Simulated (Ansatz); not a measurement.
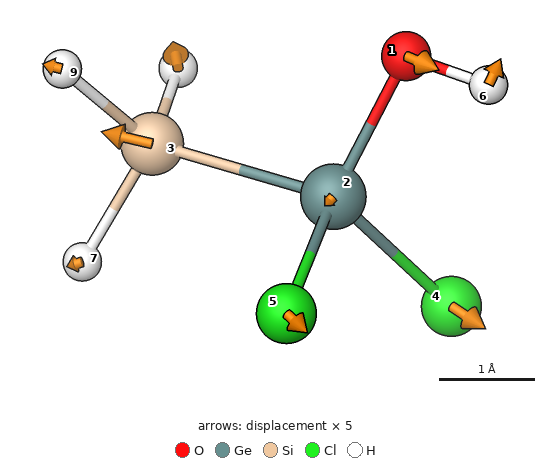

A relaxation of GeSiH4OCl2 (coarse preliminary run). The starting structure is drawn; orange arrows show the displacements, magnified 5 times. The two geometries are superimposed by the best rigid fit.

A ball-and-stick model, seen at a tilt.

The start comes from a force field.

Computed with RKS PBE-D4/def2-SVP (Ansatz). (force threshold 0.03 eV/Å; at most 200 steps)

**What did the optimiser do to the structure, and how much energy did it gain?**

The Si atom moves most after the best rigid fit: 0.12 Å. By element the largest moves are Si 0.12 Å, Cl 0.10 Å, H 0.09 Å, O 0.09 Å, Ge 0.03 Å. Near-neighbour distances that change, for instance: Ge–Si 2.286 → 2.386 Å, H–O 1.058 → 0.977 Å, H–Si 1.423 → 1.500 Å, Cl–Ge 2.134 → 2.185 Å. Among the angles between lasting bonds that change: Ge–O–H 105.0° → 111.8°, H–Si–H 107.1° → 110.9°, Ge–Si–H 110.4° → 106.8°. After 6 geometry steps the energy has fallen by 35.4 kJ/mol. The largest force component goes from 2.6 to 0.025 eV/Å. The run took 12 s on 4 threads of Arm Neoverse V1, with other jobs on the host.
